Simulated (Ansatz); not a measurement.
# triplet SnHClOF2: levels of theory compared

Aim: a comparison of 6 runs (U-r2SCAN/def2-SVP, U-wB97M-V/def2-SVP, U-wB97X/def2-SVP, UPBE0/def2-SVP, RPA@PBE0/def2-SVP, UMP2/def2-SVP) of triplet SnHClOF2. 

Program for the calculation: Ansatz 0.2.0.

119 further runs of the same task are left out: 1 that didn't finish, 118 set aside as unsound or not needed. Runs told in other sessions of the task aren't counted.

## Step 1: The structure to begin with

SnHClOF2: 6 atoms, total charge 0, spin state triplet. SMILES of the parent species: `[OH][Sn]([F])([F])[Cl]`. The coordinates come from a PBE0-D4/def2-TZVP relaxation. This is one conformer, not always the lowest. That shape belongs to the parent species and isn't relaxed for this state.

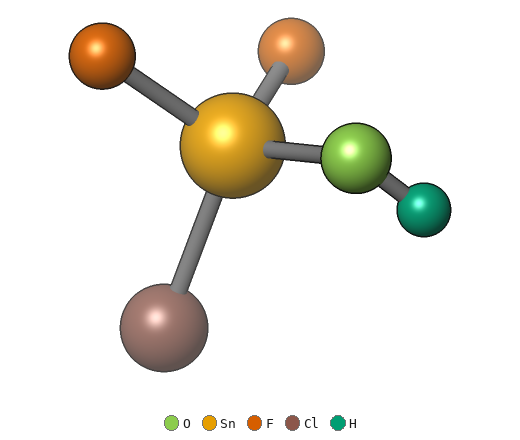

Viewed from a chosen angle; oxygen green, tin amber, fluorine orange, chlorine brown, hydrogen teal.

## Step 2: The energy at U-r2SCAN/def2-SVP (core potential) (run 1)

The input, job.yaml:

```yaml
basis:
  gaussian:
    orbitals: def2-SVP
crystal:
  periodic: [false, false, false]
  atoms:
    - {symbol: O, position_ang: [-0.464000, 0.283900, 1.476300]}
    - {symbol: Sn, position_ang: [0.252400, -0.175700, -0.247500]}
    - {symbol: F, position_ang: [1.982500, -0.856500, 0.056700]}
    - {symbol: F, position_ang: [-0.743300, -1.587100, -1.019700]}
    - {symbol: Cl, position_ang: [0.329400, 1.540600, -1.744400]}
    - {symbol: H, position_ang: [-1.315000, 0.730600, 1.432500]}
magnetization:
  spin_polarized: true
  initial_magnetization: 2
hamiltonian:
  xc: r2scan
accuracy: high
output:
  orbitals: {seedname: orbitals}
```

Run with:

```console
$ ansatz run job.yaml --threads 1 --pin off --max-ram 3480MiB --events-out events.jsonl --progress --plain --runs-dir runs
```

What it wrote:

```text
Warning: RAYON_NUM_THREADS=1 ignored (pool sized by the plan → 1); use --threads N
Functional definition: r2SCAN
  name "r2SCAN"
  parameter k0 = 0.174
  parameter k1 = 0.065
  parameter a1 = 4.9479
  exchange = r2scan_x(k0 = k0, k1 = k1, a1 = a1)
  correlation = r2scan_c
1947 factors; integrals over basis functions are off by at most 3.3e-9 eV
mean field evaluation 1: about -25824.4431 eV, gradient 5.5e1 eV
mean field evaluation 2: about -25721.7294 eV, gradient 1.5e2 eV
mean field evaluation 4: about -25829.1866 eV, gradient 4.0e1 eV
mean field evaluation 8: about -25836.0041 eV, gradient 1.2e1 eV
mean field evaluation 16: about -25836.9442 eV, gradient 1.8e-1 eV
mean field evaluation 32: about -25836.9568 eV, gradient 5.6e-8 eV
mean field evaluation 64: about -25836.7295 eV, gradient 4.0e0 eV
mean field evaluation 96: about -25836.9477 eV, gradient 8.1e-2 eV
mean field -25836.95682318 eV, -949.4906503336 hartree, gradient 5.6e-8 eV, S^2 2.005493; 10 other end points of the search recorded, 0 dependent functions left out
reference -25836.95682633 eV, -949.4906504493 hartree; 34, 32 occupied and 57, 59 virtual orbitals, 1947 factors
Total energy: -25836.95682633 eV, -949.4906504493 hartree
```

Run time: 2 min. Hardware: 1 thread of Arm Neoverse V2, shared host; peak memory 0.48 GiB.

## Step 3: A single-point energy at U-wB97M-V/def2-SVP (core potential) (run 2)

The input, in.yaml:

```yaml
crystal:
  periodic: [false, false, false]
  atoms:
    - {symbol: O, position_ang: [-0.464000, 0.283900, 1.476300]}
    - {symbol: Sn, position_ang: [0.252400, -0.175700, -0.247500]}
    - {symbol: F, position_ang: [1.982500, -0.856500, 0.056700]}
    - {symbol: F, position_ang: [-0.743300, -1.587100, -1.019700]}
    - {symbol: Cl, position_ang: [0.329400, 1.540600, -1.744400]}
    - {symbol: H, position_ang: [-1.315000, 0.730600, 1.432500]}
basis:
  gaussian: {orbitals: def2-SVP}
hamiltonian: {xc: {name: wB97M-V}}
output: {orbitals: {seedname: orbitals}}
accuracy: high
magnetization: {spin_polarized: true, initial_magnetization: 2}
```

Run with:

```console
$ ansatz run in.yaml --threads 1 --pin off --max-ram 3480MiB --events-out events.jsonl --progress --plain --runs-dir runs
```

What it wrote, shortened:

```text
Warning: RAYON_NUM_THREADS=1 ignored (pool sized by the plan → 1); use --threads N
Functional definition: wB97M-V
  name "wB97M-V"
[...]
  gx(w, u) = 1 - cx + cx01*u + cx10*w
  gss(w, u) = css00 + css04*u^4 + css10*w + css20*w^2 + css43*w^4*u^3
  gos(w, u) = cos00 + cos10*w + (cos20 + cos21*u)*w^2 + (cos60 + cos61*u)*w^6
[...]
      + integral(e_c_pw_mod_opposite_spin*gos(b97_w_opposite, b97_u_opposite)) + vv10(b, c)
1947 factors; integrals over basis functions are off by at most 3.3e-9 eV
354 factors; integrals over basis functions are off by at most 1.9e-9 eV
[...]
mean field -25834.28710631 eV, -949.3925400483 hartree, gradient 8.5e-8 eV, S^2 2.009442; 6 other end points of the search recorded, 0 dependent functions left out
reference -25834.28711109 eV, -949.3925402238 hartree; 34, 32 occupied and 57, 59 virtual orbitals, 1947 factors
Total energy: -25834.28711109 eV, -949.3925402238 hartree
```

Wall time 5 min (1 thread of Arm Neoverse V2, shared host); peak memory 1.2 GiB.

Runs 3 to 4 aren't shown in full; the table further down has their settings and results.

## Step 4: A single-point energy at RPA@PBE0/def2-SVP (core potential) (run 5)

The input, molecule.yaml:

```yaml
basis:
  gaussian:
    orbitals: def2-SVP
crystal:
  periodic: [false, false, false]
  atoms:
    - {symbol: O, position_ang: [-0.464000, 0.283900, 1.476300]}
    - {symbol: Sn, position_ang: [0.252400, -0.175700, -0.247500]}
    - {symbol: F, position_ang: [1.982500, -0.856500, 0.056700]}
    - {symbol: F, position_ang: [-0.743300, -1.587100, -1.019700]}
    - {symbol: Cl, position_ang: [0.329400, 1.540600, -1.744400]}
    - {symbol: H, position_ang: [-1.315000, 0.730600, 1.432500]}
correlation:
  method: rpa
  frozen_orbitals: {Cl: 5, F: 1, H: 0, O: 1, Sn: 4}
hamiltonian:
  xc: pbe0
magnetization:
  spin_polarized: true
  initial_magnetization: 2
accuracy: high
```

Run with:

```console
$ ansatz run molecule.yaml --threads 1 --pin off --max-ram 3480MiB --events-out events.jsonl --progress --plain --runs-dir runs
```

What it wrote, shortened:

```text
Warning: RAYON_NUM_THREADS=1 ignored (pool sized by the plan → 1); use --threads N
Functional definition: PBE0
  name "PBE0"
[...]
1947 factors; integrals over basis functions are off by at most 3.3e-9 eV
[...]
mean field -25827.19536728 eV, -949.1319234459 hartree, gradient 5.7e-8 eV, S^2 2.008016; 8 other end points of the search recorded, 0 dependent functions left out
12 core orbitals not correlated: weight in the atoms' cores, before any rotation towards them, 1.000 or more for the frozen orbitals, at most 0.000 for the correlated occupied ones
reference -25759.06710035 eV, -946.6282558149 hartree; 22, 20 occupied and 57, 59 virtual orbitals, 1947 factors
Total energy: -25789.51476881 eV, -947.7471869927 hartree
```

Run time: 80 s. Hardware: 1 thread of Arm Neoverse V2, shared host; peak memory 0.73 GiB.

## Step 5: A single-point energy at UMP2/def2-SVP (core potential) (run 6)

Changes to in.yaml since step 3:

```diff
@@ -10,6 +10,10 @@
 basis:
-  gaussian: {orbitals: def2-SVP}
-hamiltonian: {xc: {name: wB97M-V}}
-output: {orbitals: {seedname: orbitals}}
+  gaussian:
+    orbitals: def2-SVP
+magnetization:
+  spin_polarized: true
+  initial_magnetization: 2
+correlation:
+  method: mp2
+  frozen_orbitals: {Cl: 5, F: 1, H: 0, O: 1, Sn: 4}
 accuracy: high
-magnetization: {spin_polarized: true, initial_magnetization: 2}
```

Run with:

```console
$ ansatz run in.yaml --threads 1 --pin off --max-ram 3480MiB --events-out events.jsonl --progress --plain --runs-dir runs
```

What it wrote, shortened:

```text
Warning: RAYON_NUM_THREADS=1 ignored (pool sized by the plan → 1); use --threads N
Functional definition: HF
  name "HF"
[...]
1947 factors; integrals over basis functions are off by at most 3.3e-9 eV
[...]
mean field -25761.20573214 eV, -946.7068490836 hartree, gradient 6.6e-8 eV, S^2 2.014702; 17 other end points of the search recorded, 0 dependent functions left out
12 core orbitals not correlated: weight in the atoms' cores, before any rotation towards them, 1.000 or more for the frozen orbitals, at most 0.000 for the correlated occupied ones
reference -25761.20573214 eV, -946.7068490836 hartree; 22, 20 occupied and 57, 59 virtual orbitals, 1947 factors
second order -20.65840270 eV of doubles, -0.00000000 eV of singles
Total energy: -25781.86413484 eV, -947.4660313800 hartree
```

Wall time 40 s (1 thread of Arm Neoverse V2, shared host); peak memory 0.62 GiB.

## Step 6: The series

```csv
run,level,frozen core orbitals,energy (Eh),HOMO energy (eV),⟨S²⟩,wall time
1,U-r2SCAN/def2-SVP (core potential),–,-949.490650,-3.82,2.005,2 min
2,U-wB97M-V/def2-SVP (core potential),–,-949.392540,-6.62,2.009,5 min
3,U-wB97X/def2-SVP (core potential),–,-949.508339,-6.65,2.012,2.8 min
4,UPBE0/def2-SVP (core potential),–,-949.131924,-4.67,2.008,50 s
5,RPA@PBE0/def2-SVP (core potential),12,-947.747187,–,2.008,80 s
6,UMP2/def2-SVP (core potential),12,-947.466031,–,2.015,40 s
```

## Step 7: Outcome

```
                                           quantity          value
                                run 6: total energy  -947.46603 Eh
run 6: correlation energy (12 core orbitals frozen)     -759.2 mEh
           run 6: ⟨S²⟩ of the reference determinant          2.015
```

What this shows: Totals of different functionals can't be ranked against each other. All runs together took 13 min, the longest 5 min.
